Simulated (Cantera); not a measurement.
Input: 1 mol FeS, 0.62 mol SO₃, 4.6 mol O₂, equilibrated at 46000 Pa.

These are equilibrium values from Cantera (NASA tables, ideal gas, pure condensed phases), not measurements of a reactor. Candidate condensed phases: Fe, FeO, FeS, FeSO₄, FeS₂, Fe₂O₃, Fe₂(SO₄)₃, Fe₃O₄, S; 12 gas species. Equilibrium is a limit: real reactors are often held back by kinetics, nucleation or transport.

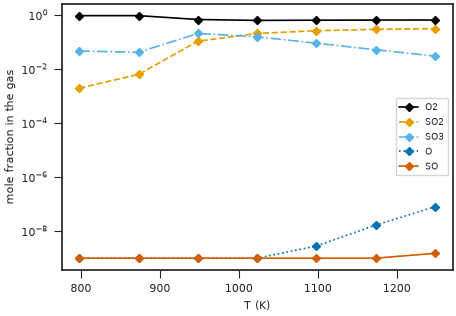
Equilibrium gas composition (values under 1e-9 drawn at 1e-9)

From 798 K to 873 K the condensed part is Fe₂(SO₄)₃(s). At 948 K the condensed part is Fe₂O₃(s) + Fe₂(SO₄)₃(s). From 1023 K to 1248 K the condensed part is Fe₂O₃(s).
